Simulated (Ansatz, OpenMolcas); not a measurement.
CH6GaN: a line through the functionals

CH6GaN has 9 atoms, charge 0, and is taken as a singlet. SMILES: `[CH3][GaH][NH2]`. Geometry: relaxed at PBE0-D4/def2-TZVP.

The HOMO–LUMO gap y, in eV, basis 6-31G(d); a is the functional's share of exact exchange. Programs: Ansatz 0.2.0, OpenMolcas 26.06.

```
functional     program     a  y (eV)
      TPSS  OpenMolcas     0    4.92
    revPBE      Ansatz     0    4.74
     B3LYP      Ansatz   0.2    6.31
   r2SCAN0      Ansatz  0.25    7.20
      PBE0      Ansatz  0.25       ?
     BHLYP      Ansatz   0.5    8.79
```

Question: Fit y = c + s·a to the known rows and predict PBE0.

Answer: 
1. Means of the 5 rows: a = 0.1900, y = 6.392.
2. Σ(Δa)² = 0.172, Σ(Δa·Δy) = 1.3846, so the slope is 1.3846/0.172 = 8.05.
3. Intercept: 6.392 − (8.05) × 0.1900 = 4.863. The largest residual of the fit is 0.32.
4. PBE0: 4.863 + (8.05) × 0.25 = 6.88 eV.

The run gave 6.82 eV, so the prediction is off by +0.06 eV, within the largest residual. Exact exchange lowers occupied levels and raises empty ones.

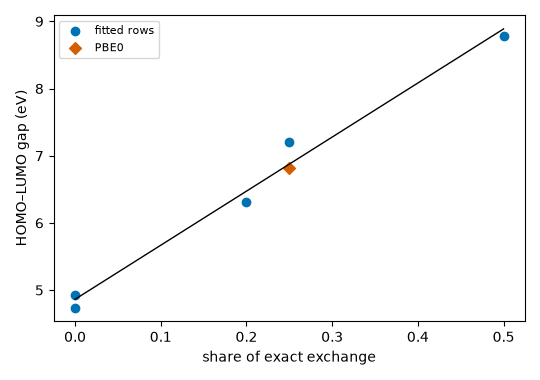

The fitted line, with the withheld row.
